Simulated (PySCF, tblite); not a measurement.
**C₇H₄F₂N radical: geometry, infrared bands and EPR parameters**

Wanted: the infrared bands and EPR parameters of C₇H₄F₂N radical (`C=C1C(F)=C(F)[CH][C@@H]1C#N`), by calculation.

Programs: tblite 0.8.0 and PySCF 2.14.0, with density-fitted response routines of our own. Each step states its level of theory. These are calculated values for one molecule in the gas phase, unless marked as measured. Atoms are numbered from 0 throughout.

### Step 1. The starting structure

14 atoms, charge 0, multiplicity 2; geometry from: force field or distance geometry start.

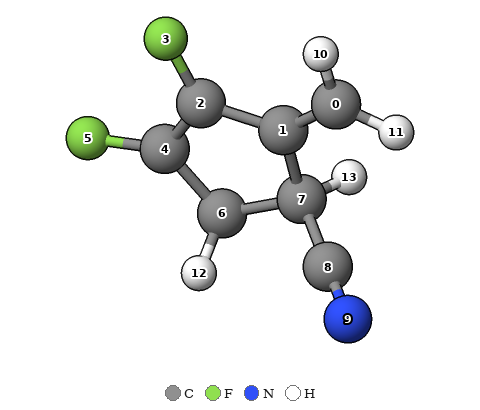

The starting geometry (carbon grey, fluorine green, nitrogen blue, hydrogen white), atoms numbered.

### Step 2. Relaxing the molecule with GFN2-xTB

What the job is given:

```
{"job": {"kind": "relax", "xc": "GFN2-xTB", "basis": "xTB"}, "charge": 0, "multiplicity": 2}
C     -1.903800    -0.327800     0.238000
C     -0.628300    -0.313500    -0.094000
C      0.330500    -1.407600    -0.176100
F      0.022300    -2.710300    -0.043200
C      1.546200    -0.979100    -0.422700
F      2.655100    -1.766200    -0.578900
C      1.508000     0.508500    -0.529300
C      0.091700     0.959200    -0.422400
C     -0.139500     1.869600     0.707400
N     -0.324700     2.570100     1.598600
H     -2.405400    -1.276500     0.483000
H     -2.486300     0.606600     0.261800
H      2.073700     0.947500     0.326400
H     -0.340200     1.319000    -1.370800
```

On the command line:

```sh
$ OMP_NUM_THREADS=1 python probes_run.py task.json out
```

The driver reads the jobs from task.json and runs them one after another.

**Question.** This job is followed by: GFN2-xTB harmonic vibrations, gas phase; UKS B3LYP, pcH-1 on C F H N, non-relativistic, mean-field spin-orbit, GIAO. What will the session give for the following? strongest single infrared mode (GFN2-xTB); zero-point energy (GFN2-xTB); g(iso) (B3LYP); ⟨S²⟩; largest a(iso); potential on the surface of density 0.002 e/bohr³, 1st and 99th percentile.

The runs gave:

| quantity | value |
| --- | --- |
| strongest single infrared mode (GFN2-xTB) | 2412 cm⁻¹, 220 km/mol |
| zero-point energy (GFN2-xTB) | 55.3 kcal/mol |
| g(iso) (B3LYP) | 2.00296 |
| ⟨S²⟩ | 0.789 (exact 0.75) |
| largest a(iso) | 19F on F3, 81.4 MHz |
| potential on the surface of density 0.002 e/bohr³, 1st and 99th percentile | -1.66 V and 1.57 V |

In words: Over 65 steps the energy fell by 1.341 eV; of the close pairs, C4–C6 changed most, 1.492 to 1.361 Å. No mode is imaginary among the 36: a minimum at this level. The strongest single mode, at 2412 cm⁻¹, moves mainly C8 and N9. GFN2-xTB is a fitted tight-binding method: band positions and strengths are rough. Its intensities can rank the bands wrongly. The largest spin populations lie on C6 (0.49 e), C0 (0.49 e), C2 (0.47 e). The isotropic g lies 0.6 ppt above the free-electron value. The conformer search found further structures of the same energy, which may be mirror or relabelled copies of this one.
